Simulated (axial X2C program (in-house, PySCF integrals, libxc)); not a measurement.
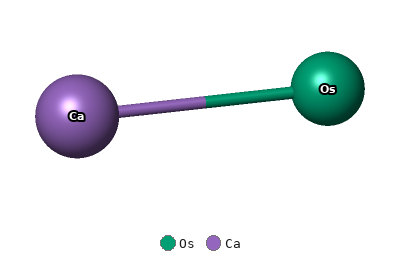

Figure 1. The molecule at the reference distance of 2.713 Å.

Relativistic diatomic calculation for OsCa

System: OsCa. The reference is closed-shell OsCa; the roots are vertical excitation energies. The distance is the PBE0 minimum at charge 0.
Method: EOM-EE-CCSD, two-component X2C with atomic mean-field Coulomb and Gaunt terms, Os dyall-acv3z, Ca dyall-acv3z (cores contracted) (axial X2C program (in-house, PySCF integrals, libxc)).

The input:
```
{"zs": [76, 20], "q": 0, "bas": ["dyall-acv3z", "dyall-acv3z"], "r0": 3.0, "eom": "ee", "thr": -2.0, "nmax": 88}
```

The line is the task of a batch: nuclear charges, charge, bases, a first guess of the distance and further settings. This report covers the levels named above. The log is that of the reference distance 2.713 Å.

Hardware: 1 thread of Arm Neoverse V1, 24 GiB of memory available, shared host.

The run was one of a batch that the task file lists, launched with:
```bash
python <driver script> task.json out
```

The program's output:
```
two-component X2C + atomic mean field  HF
basis functions 308  fitting functions 1311  grid points 5804
iter        total energy     max residual
   1     -17929.437896911     1.07e+00
   2     -17929.490639666     2.16e-02
   3     -17929.491786459     3.06e-01
   4     -17929.502452062     6.57e-02
   5     -17929.504135140     2.61e-03
   6     -17929.504996383     2.04e-02
   7     -17929.505198629     1.07e-02
   8     -17929.505435883     4.66e-03
   9     -17929.505640679     1.27e-02
  10     -17929.506001457     1.70e-02
  11     -17929.506569093     1.73e-02
  12     -17929.507401547     1.09e-02
  13     -17929.509083848     1.58e-02
  14     -17929.510419932     2.54e-02
  15     -17929.511963319     2.35e-02
  16     -17929.512656372     2.37e-03
  17     -17929.512817139     4.79e-03
  18     -17929.512924746     4.15e-03
  19     -17929.512989484     8.19e-04
  20     -17929.513050511     2.50e-03
  21     -17929.513075117     1.87e-03
  22     -17929.513086569     7.58e-04
  23     -17929.513091671     5.36e-04
  24     -17929.513093254     4.31e-04
  25     -17929.513093749     1.18e-04
  26     -17929.513093878     4.08e-05
  27     -17929.513093977     9.68e-05
  28     -17929.513094027     7.81e-05
  29     -17929.513094063     1.29e-05
  30     -17929.513094076     1.83e-05
  31     -17929.513094080     1.27e-05
  32     -17929.513094080     2.00e-06
  33     -17929.513094080     1.61e-06
converged
one-electron -25172.45641851  Coulomb 7336.80096121  exact exchange -374.80158614  xc functional 0.00000000  nuclear repulsion 296.47967586  atomic mean-field constant -15.53572649
correlated 18  virtual 400  natural virtual 84  E(MP2) -0.545720569  MP2 remainder -0.160338268
iter   CCSD correlation   residual
   1     -0.392468434   2.61e-01
   2     -0.406401498   1.84e-01
   3     -0.420832249   1.47e-01
   4     -0.427653000   1.13e-01
   5     -0.435468016   8.49e-02
   6     -0.436351898   5.41e-02
   7     -0.438888732   3.69e-02
   8     -0.439865910   1.99e-02
   9     -0.439520264   1.22e-02
  10     -0.440047231   8.33e-03
  11     -0.439936700   5.49e-03
  12     -0.440079285   3.67e-03
  13     -0.440144964   2.66e-03
  14     -0.440186348   2.01e-03
  15     -0.440219886   1.43e-03
  16     -0.440249766   8.36e-04
  17     -0.440250534   4.73e-04
  18     -0.440249253   2.78e-04
  19     -0.440246238   1.23e-04
  20     -0.440245458   7.41e-05
  21     -0.440245707   5.14e-05
  22     -0.440246574   3.43e-05
  23     -0.440247223   2.42e-05
  24     -0.440248078   1.63e-05
  25     -0.440247994   9.36e-06
  26     -0.440248168   6.46e-06
  27     -0.440248121   4.58e-06
  28     -0.440248164   3.25e-06
  29     -0.440248221   2.30e-06
  30     -0.440248266   1.59e-06
  31     -0.440248287   1.04e-06
  32     -0.440248295   7.06e-07
(T) -0.03644472156013071  T1 0.2331  D1 0.6827  max T2 0.214
EOM-EE-CCSD roots
2*Omega      energy/Eh   energy/eV  one-particle weight
    0      -0.00949131     -0.2583      0.914
    0       0.03294322      0.8964      0.805
    0       0.03941239      1.0725      0.828
    0       0.04391258      1.1949      0.575
    0       0.05959190      1.6216      0.835
    2      -0.01355377     -0.3688      0.938
    2       0.01321129      0.3595      0.872
    2       0.02762516      0.7517      0.835
    2       0.04490117      1.2218      0.433
    4       0.02697878      0.7341      0.738
    4       0.03210934      0.8737      0.718
    4       0.04292038      1.1679      0.611
    6       0.02814174      0.7658      0.720
```

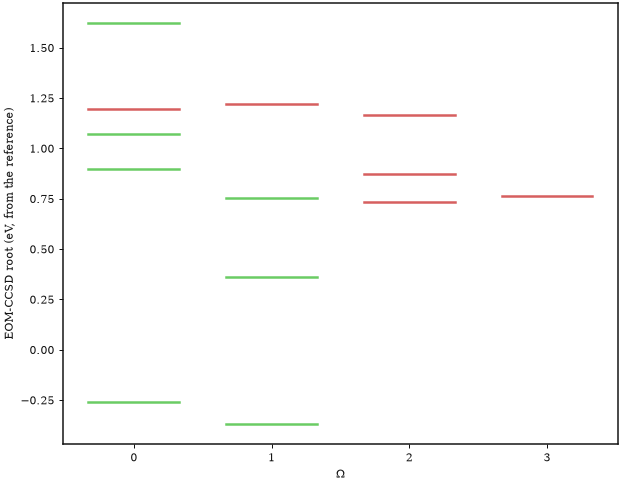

Figure 2. EOM-CCSD roots by Ω at 2.71 Å; roots whose one-particle weight is under 0.8 have the second colour. The lowest has Ω = 1 and lies at −0.369 eV, with one-particle weight 0.94. 6 of the 13 roots are less well described at this level.

Summary:

```tsv
quantity	value
outcome	converged
HF energy of the reference OsCa	−17929.51309 hartree
MP2 energy of the reference OsCa	−17930.05881 hartree
CCSD energy of the reference OsCa (with the MP2 share of the virtual spinors left out of the coupled-cluster step)	−17930.11368 hartree
CCSD(T) energy of the reference OsCa	−17930.15013 hartree
T1 diagnostic (spinor form; for a closed shell √2 times the usual value)	0.233
wall time	2 min
peak memory	1.2 GiB
```
